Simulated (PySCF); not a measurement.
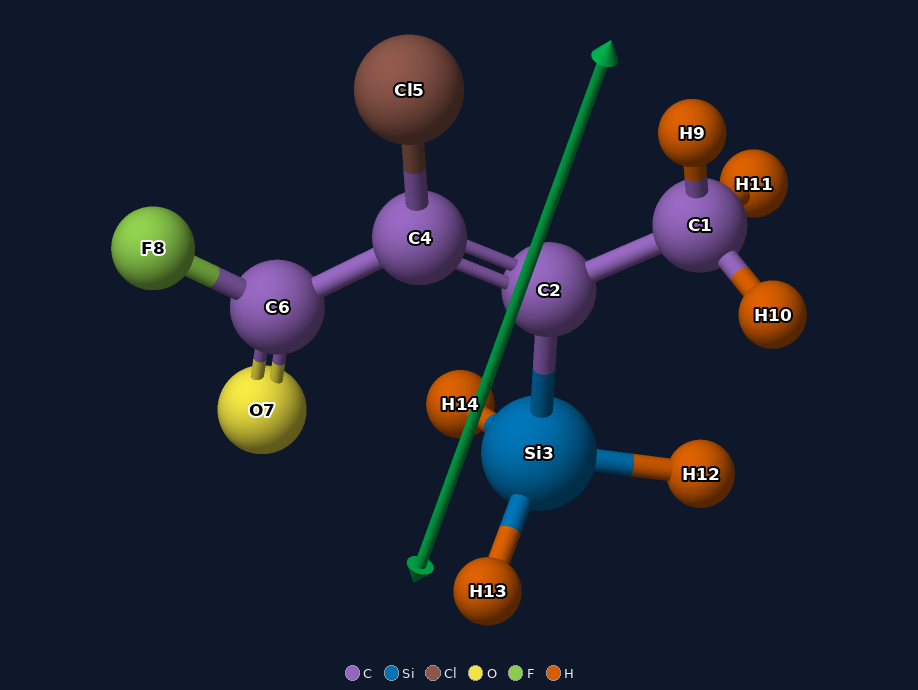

The double arrow shows the direction of the transition dipole to excited singlet state 7 (its length means nothing). The computed structure is the end point of a GFN2-xTB optimisation. No frequency run is at hand to confirm it as a minimum. Method: TDDFT CAM-B3LYP/def2-SVPD, vertical, gas phase, core orbitals frozen in the response (PySCF 2.14.0).

How is the transition polarised?

Answer. Nearly parallel to the C6–O7 bond.

Where does the transition lie, and how strong is it?

Answer. 7.28 eV (170 nm), oscillator strength 0.050, mainly HOMO−4 → LUMO (weight 0.96); transition dipole 1.35 D.

The geometry is semi-empirical. Around Si such bond lengths and angles can be off by a tenth of an ångström or more and by several degrees, and values that hang on the shape move with them.
